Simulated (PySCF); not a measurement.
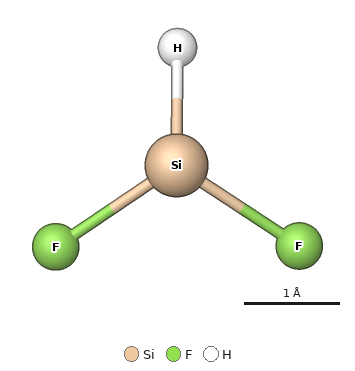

Figure 1. The input geometry (ball-and-stick view, seen at a tilt). Bond lengths as drawn: F–Si 1.59 Å and H–Si 1.49 Å.

SiHF2: single-point calculation

The run: single-point calculation of SiHF2, multiplicity 2. Method and program: wB97X/cc-pVDZ, UKS (PySCF 2.14.0).

The geometry was optimised with PBE0-D4/def2-TZVP.

What the program printed
```
[file] SyntaxWarning: invalid escape sequence '\W'
  S = {(paw_set(r)[0], bool(re.search(r"spin_orbit\W+true|paw_fr", str((r.get("files") or {}).get("input") or "")) or re.search("(?i)spin.orbit\W+(value\W+)?(true|yes)|value\W+spin-orbit", json.dumps(r.get("inputs"), default=str)))) for r in records}

WARN: HOMO -0.164670519784665 >= LUMO -0.164670519784665

converged SCF energy = -489.775703362697  <S^2> = 0.75192205  2S+1 = 2.0019211
E(WB97X) = -489.775703363
```

The run was set up as follows.

Input (job.py)
```python
from pyscf import gto, dft

system = gto.M(
    atom='''
Si     0.635666    -1.457878     0.325811
F      3.635192    -1.250651     0.416666
F     -0.060845    -3.357497    -1.900156
H     -0.213584    -2.630720     2.748187
''',
    verbose=3,
    unit='bohr',
    basis='cc-pvdz',
    max_memory=1860,
    spin=1,
)

mf = dft.UKS(system)
mf.xc = 'wb97x'
mf.conv_tol = 1e-10
mf.grids.level = 5
mf.kernel()
if not mf.converged:
    mf = mf.newton().run(mf.mo_coeff, mf.mo_occ)

etot = mf.e_tot
print('E(%s) = %.9f' % ('WB97X', etot))
```

Command:
```bash
OMP_NUM_THREADS=1 python job.py
```

Results in brief

| quantity | value |
| --- | --- |
| outcome | converged |
| total energy | −489.775703 hartree |
| basis functions | 51 |
| ⟨S²⟩ | 0.752 |
| dipole moment | 1.46 D |
| hardware | 1 thread of Arm Neoverse V2, 112 GiB of memory available, shared host |
| wall time | 11 s |
| peak memory | 0.29 GiB |
